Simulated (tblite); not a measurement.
**Geometry relaxation of C8H13ClO (part 1 of 4)**

- system: C8H13ClO
- method: GFN2-xTB geometry optimisation, gas phase (tblite 0.8.0)

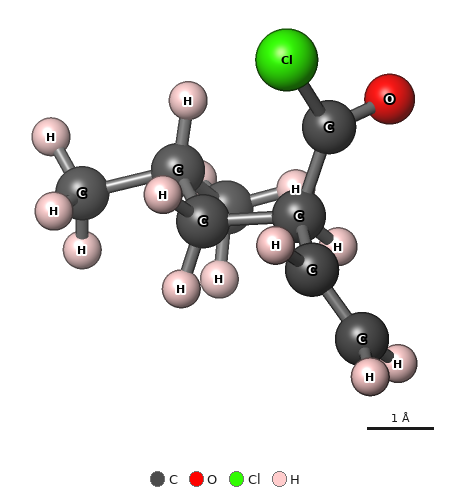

The input geometry (ball-and-stick view, seen at a tilt).

## Summary

| quantity | value |
| --- | --- |
| outcome | converged |
| total energy | −880.4444 eV |
| hardware | 1 CPU thread, shared host |
| wall time | 1.1 s |
| peak memory | 0.18 GiB |

## The input
```
{"job": {"kind": "relax", "xc": "GFN2-xTB", "basis": "xTB"}, "charge": 0, "multiplicity": 1}
C     -3.098900     0.596600    -0.925600
C     -2.332400     0.050000    -0.008500
C     -0.952900    -0.490900    -0.303400
C     -0.020900     0.319800     0.549800
C      1.422900    -0.097200     0.383800
C      1.841100     0.109700    -1.082700
C      2.215600     0.949100     1.171700
C     -0.959400    -1.924200     0.035100
O     -0.716900    -2.713800    -0.886700
Cl    -1.290600    -2.576800     1.618600
H     -4.110100     0.980600    -0.669900
H     -2.818900     0.702900    -1.962400
H     -2.644100    -0.053100     1.057800
H     -0.741700    -0.327300    -1.400600
H     -0.260900     0.215300     1.646300
H     -0.100000     1.395900     0.336300
H      1.599200    -1.111000     0.738700
H      1.328500    -0.672300    -1.682200
H      1.550900     1.122000    -1.426300
H      2.959800     0.003200    -1.161500
H      2.473100     1.746900     0.448400
H      1.534500     1.341500     1.976400
H      3.117200     0.460000     1.557000
```

The first line tells a small driver script what to run in tblite; the rest is the geometry in Å.

Launched with:
```bash
OMP_NUM_THREADS=1 python <driver script> task.json out
```

## Log
```
step      E/eV     max force
  0    -879.62839    4.422
  1    -879.86222    5.425
  2    -880.06799    0.896
  3    -880.13900    0.773
  4    -880.20127    0.672
  5    -880.24074    0.486
  6    -880.28149    0.431
  7    -880.30393    0.310
  8    -880.31663    0.202
  9    -880.32734    0.233
 10    -880.33531    0.278
 11    -880.34225    0.192
 12    -880.34851    0.147
 13    -880.35439    0.219
 14    -880.35983    0.201
 15    -880.36417    0.140
 16    -880.36683    0.091
 17    -880.36862    0.107
 18    -880.37042    0.113
 19    -880.37280    0.131
 20    -880.37598    0.117
 21    -880.37976    0.163
 22    -880.38382    0.211
 23    -880.38803    0.163
 24    -880.39235    0.182
 25    -880.39682    0.174
 26    -880.40164    0.240
 27    -880.40644    0.240
 28    -880.41045    0.135
 29    -880.41369    0.133
 30    -880.41637    0.125
 31    -880.41870    0.156
 32    -880.42081    0.121
 33    -880.42253    0.151
 34    -880.42431    0.097
 35    -880.42659    0.146
 36    -880.42854    0.136
 37    -880.43078    0.093
 38    -880.43209    0.071
 39    -880.43300    0.083
 40    -880.43379    0.082
 41    -880.43461    0.066
 42    -880.43532    0.055
 43    -880.43587    0.055
 44    -880.43637    0.058
 45    -880.43695    0.069
 46    -880.43752    0.050
 47    -880.43795    0.042
 48    -880.43830    0.036
 49    -880.43868    0.052
 50    -880.43910    0.052
 51    -880.43946    0.037
 52    -880.43968    0.025
 53    -880.43981    0.027
 54    -880.43992    0.026
 55    -880.44005    0.024
 56    -880.44017    0.026
 57    -880.44028    0.025
 58    -880.44039    0.029
 59    -880.44052    0.028
 60    -880.44067    0.025
 61    -880.44080    0.028
 62    -880.44092    0.026
 63    -880.44103    0.027
 64    -880.44116    0.028
 65    -880.44130    0.025
 66    -880.44140    0.023
 67    -880.44149    0.023
 68    -880.44158    0.022
 69    -880.44167    0.024
 70    -880.44176    0.020
 71    -880.44183    0.016
 72    -880.44191    0.017
 73    -880.44199    0.023
 74    -880.44207    0.019
 75    -880.44212    0.014
 76    -880.44216    0.013
 77    -880.44220    0.015
 78    -880.44225    0.017
 79    -880.44232    0.018
 80    -880.44239    0.023
 81    -880.44248    0.026
 82    -880.44258    0.024
 83    -880.44265    0.019
 84    -880.44269    0.015
 85    -880.44273    0.013
 86    -880.44276    0.016
 87    -880.44280    0.016
 88    -880.44284    0.012
 89    -880.44286    0.014
 90    -880.44289    0.013
 91    -880.44293    0.015
 92    -880.44297    0.019
 93    -880.44302    0.016
 94    -880.44306    0.014
 95    -880.44311    0.016
 96    -880.44316    0.017
 97    -880.44322    0.014
 98    -880.44329    0.016
 99    -880.44336    0.021
100    -880.44345    0.026
101    -880.44356    0.025
102    -880.44367    0.020
103    -880.44377    0.021
104    -880.44388    0.025
105    -880.44400    0.028
106    -880.44410    0.026
107    -880.44416    0.021
108    -880.44422    0.022
109    -880.44426    0.014
110    -880.44430    0.013
111    -880.44433    0.017
112    -880.44435    0.011
113    -880.44436    0.014
114    -880.44437    0.009
```

## Trajectory as extended XYZ (Å, eV, eV/Å), 36 of the 115 frames kept, from step=0 to step=114
```
23
Properties=species:S:1:pos:R:3:forces:R:3 step=0 energy=-879.62839
C    -3.0989    0.5966   -0.9256   -1.2650   0.4560   0.2200
C    -2.3324    0.0500   -0.0085   -0.3550  -0.3010   0.6660
C    -0.9529   -0.4909   -0.3034   -1.3040   1.2640   0.0800
C    -0.0209    0.3198    0.5498    0.2560   0.1810   1.4570
C     1.4229   -0.0972    0.3838    0.4870   1.3740  -0.6440
C     1.8411    0.1097   -1.0827    0.3990  -0.9420  -0.2030
C     2.2156    0.9491    1.1717   -0.1690  -0.0430   0.3850
C    -0.9594   -1.9242    0.0351    1.1220  -2.5760  -3.4140
O    -0.7169   -2.7138   -0.8867   -0.6450   1.0620   2.3880
Cl   -1.2906   -2.5768    1.6186    0.0250   0.5860  -0.2310
H    -4.1101    0.9806   -0.6699    0.9210  -0.2790  -0.2280
H    -2.8189    0.7029   -1.9624    0.0680  -0.0730   0.1290
H    -2.6441   -0.0531    1.0578    0.1740   0.1400  -1.0310
H    -0.7417   -0.3273   -1.4006   -0.1220  -0.5170   1.0890
H    -0.2609    0.2153    1.6463   -0.1430  -0.1100  -0.9260
H    -0.1000    1.3959    0.3363   -0.1510  -0.3170  -0.2150
H     1.5992   -1.1110    0.7387   -0.0100  -0.0170  -0.1370
H     1.3285   -0.6723   -1.6822    0.6670   0.6090   0.0180
H     1.5509    1.1220   -1.4263    0.1470  -0.7180   0.1390
H     2.9598    0.0032   -1.1615   -1.1910   0.0190  -0.1330
H     2.4731    1.7469    0.4484    0.0090  -0.2260   0.9250
H     1.5345    1.3415    1.9764    1.2760  -0.2080  -0.4980
H     3.1172    0.4600    1.5570   -0.1930   0.6360   0.1660
23
Properties=species:S:1:pos:R:3:forces:R:3 step=3 energy=-880.13900
C    -3.1201    0.6010   -0.9166   -0.4790   0.2720  -0.4900
C    -2.3609    0.0493   -0.0068    0.1760  -0.2860   0.3500
C    -0.9902   -0.4613   -0.2884    0.0020  -0.2600   0.0910
C    -0.0149    0.3259    0.5763   -0.1090  -0.0720  -0.1400
C     1.4361   -0.0674    0.3700   -0.0960  -0.0100   0.0520
C     1.8470    0.0900   -1.0862   -0.1340  -0.0610   0.1000
C     2.2202    0.9478    1.1788    0.1760  -0.1030  -0.0390
C    -0.9385   -1.9404   -0.0251    0.0950  -0.4480  -0.6230
O    -0.7191   -2.7466   -0.8750   -0.0160   0.0330   0.2850
Cl   -1.2893   -2.5493    1.6110    0.0660   0.5150  -0.2210
H    -4.0939    0.9775   -0.6743   -0.1780   0.1130   0.0080
H    -2.8184    0.6994   -1.9501    0.0090  -0.0440   0.1290
H    -2.6434   -0.0486    1.0296   -0.2460   0.0450   0.0200
H    -0.7482   -0.3435   -1.3579   -0.1020  -0.0120   0.3180
H    -0.2700    0.2077    1.6267   -0.1340  -0.1240   0.0960
H    -0.1080    1.3848    0.3295   -0.1540   0.0370  -0.0680
H     1.5980   -1.0973    0.7276    0.0110   0.2550  -0.1680
H     1.3525   -0.6574   -1.6895    0.1500  -0.1250  -0.3000
H     1.5584    1.0884   -1.4226    0.0180  -0.1680  -0.1130
H     2.9240    0.0002   -1.1693    0.0540  -0.1390  -0.1490
H     2.4766    1.7438    0.4885    0.2100   0.3070   0.3360
H     1.5834    1.3369    1.9666    0.4090   0.0710   0.2630
H     3.1139    0.4863    1.5675    0.2710   0.2070   0.2620
23
Properties=species:S:1:pos:R:3:forces:R:3 step=7 energy=-880.30393
C    -3.1494    0.6039   -0.9181   -0.0320   0.0080  -0.0860
C    -2.3896    0.0330   -0.0050   -0.0540  -0.1040   0.1240
C    -1.0073   -0.4907   -0.2788   -0.1230   0.1580  -0.1550
C    -0.0334    0.3193    0.5799    0.0410  -0.0370  -0.0500
C     1.4306   -0.0491    0.3710    0.1950   0.0120  -0.0050
C     1.8410    0.0707   -1.0920    0.0580   0.1120  -0.1460
C     2.2526    0.9483    1.1890    0.1020   0.1660   0.1190
C    -0.9337   -1.9714   -0.0711   -0.0530   0.2200   0.1930
O    -0.7064   -2.7975   -0.8875    0.0580  -0.1410  -0.1470
Cl   -1.2796   -2.4609    1.5831   -0.0130  -0.0220   0.1800
H    -4.1250    0.9994   -0.6766    0.1330  -0.0210  -0.0740
H    -2.8174    0.6946   -1.9451   -0.1440  -0.0090   0.1510
H    -2.6912   -0.0417    1.0319   -0.1220  -0.0340  -0.0860
H    -0.7632   -0.3409   -1.3263   -0.0230   0.0970  -0.2940
H    -0.2918    0.1886    1.6305   -0.0230   0.0100   0.0370
H    -0.1416    1.3787    0.3184   -0.1760  -0.1400   0.0500
H     1.6022   -1.0739    0.7085    0.0230  -0.0220   0.0840
H     1.3809   -0.6763   -1.7340   -0.0070  -0.0490   0.1030
H     1.5594    1.0620   -1.4468    0.0120  -0.0440  -0.1330
H     2.9203   -0.0248   -1.1909   -0.0120  -0.0460   0.0370
H     2.5159    1.7923    0.5526    0.0980  -0.0130   0.1080
H     1.6618    1.3429    2.0114    0.0560  -0.0600   0.1380
H     3.1603    0.5205    1.6062    0.0080  -0.0410  -0.1470
23
Properties=species:S:1:pos:R:3:forces:R:3 step=10 energy=-880.33531
C    -3.1576    0.6005   -0.9158    0.0240  -0.0450   0.0410
C    -2.4036    0.0211   -0.0016   -0.0080   0.0550  -0.1270
C    -1.0180   -0.4893   -0.2961    0.0690   0.0160   0.0220
C    -0.0351    0.3107    0.5774    0.0310  -0.0030  -0.0700
C     1.4440   -0.0393    0.3710   -0.0590   0.0480   0.0030
C     1.8462    0.0724   -1.1040    0.0070  -0.0130   0.1440
C     2.2690    0.9612    1.2034   -0.0460  -0.1040  -0.0570
C    -0.9365   -1.9716   -0.0745    0.0350   0.0410  -0.1560
O    -0.7010   -2.8055   -0.8878   -0.0480   0.1420   0.2340
Cl   -1.2772   -2.4381    1.5930    0.0160  -0.0390   0.0180
H    -4.1255    1.0056   -0.6845   -0.0560   0.0110   0.0220
H    -2.8310    0.6930   -1.9372   -0.0250  -0.0030  -0.0560
H    -2.7216   -0.0458    1.0292   -0.0070  -0.0990  -0.0370
H    -0.7730   -0.3270   -1.3521   -0.1250   0.0100   0.0670
H    -0.2986    0.1837    1.6317    0.0270  -0.0590  -0.1130
H    -0.1715    1.3645    0.3212   -0.0490   0.0090   0.0290
H     1.6085   -1.0698    0.7138    0.0670   0.1620   0.0050
H     1.3863   -0.6889   -1.7331   -0.0020   0.0170   0.1610
H     1.5598    1.0567   -1.4729    0.0560  -0.0530  -0.0830
H     2.9239   -0.0367   -1.1939    0.0240   0.0310  -0.0200
H     2.5402    1.8103    0.5792    0.0090   0.0120   0.0680
H     1.6878    1.3378    2.0432    0.0510  -0.0760   0.0160
H     3.1797    0.5216    1.6005    0.0090  -0.0600  -0.1090
23
Properties=species:S:1:pos:R:3:forces:R:3 step=13 energy=-880.35439
C    -3.1649    0.5967   -0.9169   -0.0780   0.0540  -0.0820
C    -2.4094    0.0177   -0.0076    0.0280   0.0220   0.0330
C    -1.0198   -0.4819   -0.3057   -0.0390  -0.0280   0.0350
C    -0.0336    0.3081    0.5675   -0.0840   0.1140   0.0300
C     1.4474   -0.0254    0.3708   -0.0460   0.0560  -0.0140
C     1.8532    0.0745   -1.0976    0.0350  -0.0160  -0.0550
C     2.2752    0.9602    1.2076    0.0400   0.0280   0.0130
C    -0.9370   -1.9555   -0.0788   -0.0180  -0.0660   0.2080
O    -0.7006   -2.8024   -0.8707    0.0290  -0.0550  -0.1030
Cl   -1.2738   -2.4306    1.6040    0.0230   0.0820  -0.0770
H    -4.1303    1.0085   -0.6867   -0.0730  -0.0320   0.0460
H    -2.8447    0.6919   -1.9390    0.0200   0.0190  -0.0980
H    -2.7397   -0.0640    1.0185    0.0570  -0.0780  -0.0220
H    -0.7960   -0.3156   -1.3645   -0.0300  -0.0080   0.0410
H    -0.2985    0.1712    1.6173    0.0090  -0.0890  -0.0050
H    -0.1968    1.3581    0.3274    0.0590   0.1610  -0.0190
H     1.6223   -1.0477    0.7201    0.0220   0.0010   0.0080
H     1.3879   -0.6959   -1.7062   -0.0230  -0.0740   0.0590
H     1.5688    1.0454   -1.5005    0.0360   0.0060   0.0150
H     2.9292   -0.0391   -1.1964    0.0460   0.0250   0.0210
H     2.5547    1.8211    0.6051   -0.0680   0.0480   0.0020
H     1.7103    1.3212    2.0650    0.0300  -0.0770   0.0070
H     3.1914    0.5105    1.5774    0.0270  -0.0930  -0.0460
23
Properties=species:S:1:pos:R:3:forces:R:3 step=16 energy=-880.36683
C    -3.1758    0.5979   -0.9244    0.0070   0.0040  -0.0070
C    -2.4156    0.0200   -0.0144   -0.0610  -0.0210  -0.0230
C    -1.0254   -0.4795   -0.3073   -0.0330   0.0380  -0.0100
C    -0.0401    0.3194    0.5619    0.0260   0.0270   0.0100
C     1.4453   -0.0095    0.3689    0.0490  -0.0090  -0.0130
C     1.8610    0.0737   -1.0973   -0.0060  -0.0030  -0.0420
C     2.2845    0.9608    1.2106    0.0220   0.0250   0.0030
C    -0.9368   -1.9547   -0.0687    0.0140   0.0290  -0.0360
O    -0.6985   -2.8017   -0.8629    0.0150  -0.0100  -0.0310
Cl   -1.2686   -2.4149    1.6043   -0.0010   0.0150   0.0680
H    -4.1431    1.0060   -0.6832    0.0120  -0.0680  -0.0240
H    -2.8535    0.6940   -1.9500   -0.0390   0.0420   0.0460
H    -2.7463   -0.0867    1.0088    0.0110   0.0020  -0.0040
H    -0.8162   -0.3103   -1.3662    0.0630  -0.0540  -0.0310
H    -0.2984    0.1521    1.6075   -0.0170   0.0390   0.0560
H    -0.2078    1.3732    0.3304    0.0530   0.0460   0.0310
H     1.6331   -1.0285    0.7243   -0.0880  -0.0180  -0.0130
H     1.3875   -0.7104   -1.6805    0.0210  -0.0550  -0.0290
H     1.5801    1.0370   -1.5190    0.0000   0.0160   0.0160
H     2.9382   -0.0383   -1.1957   -0.0030  -0.0150   0.0430
H     2.5566    1.8359    0.6256   -0.0600   0.0380  -0.0030
H     1.7317    1.2992    2.0831    0.0180  -0.0500   0.0490
H     3.2031    0.4920    1.5544   -0.0020  -0.0190  -0.0550
23
Properties=species:S:1:pos:R:3:forces:R:3 step=20 energy=-880.37598
C    -3.1839    0.5985   -0.9289   -0.0270  -0.0420   0.0280
C    -2.4255    0.0144   -0.0229    0.1100   0.0030   0.0140
C    -1.0286   -0.4702   -0.3107    0.1000  -0.0160  -0.0050
C    -0.0406    0.3335    0.5623   -0.0340  -0.0210  -0.0080
C     1.4460   -0.0010    0.3653   -0.1130  -0.0190   0.0250
C     1.8642    0.0698   -1.1023   -0.0060  -0.0220   0.0820
C     2.2910    0.9626    1.2107   -0.0590  -0.0720  -0.0200
C    -0.9333   -1.9470   -0.0694    0.0080   0.0150   0.0580
O    -0.6944   -2.7972   -0.8604   -0.0150   0.0690   0.0730
Cl   -1.2638   -2.4005    1.6169    0.0290   0.0230  -0.0820
H    -4.1559    0.9866   -0.6864   -0.0810  -0.0080   0.0050
H    -2.8668    0.7091   -1.9515    0.0210   0.0340  -0.0330
H    -2.7484   -0.1007    1.0016   -0.0400   0.0030  -0.0170
H    -0.8112   -0.3209   -1.3724    0.0290   0.0440   0.0170
H    -0.3001    0.1546    1.6098    0.0190   0.0830  -0.0680
H    -0.1977    1.3936    0.3422   -0.0110  -0.0570   0.0120
H     1.6155   -1.0220    0.7230   -0.0190  -0.0220  -0.0010
H     1.3955   -0.7303   -1.6721    0.0560   0.0770  -0.0300
H     1.5871    1.0340   -1.5267   -0.0110  -0.0640  -0.0260
H     2.9432   -0.0417   -1.1843   -0.0170  -0.0140  -0.0080
H     2.5388    1.8551    0.6383   -0.0320  -0.0330   0.0550
H     1.7517    1.2691    2.1054    0.0500  -0.0440  -0.0140
H     3.2125    0.4775    1.5224    0.0440   0.0850  -0.0580
```
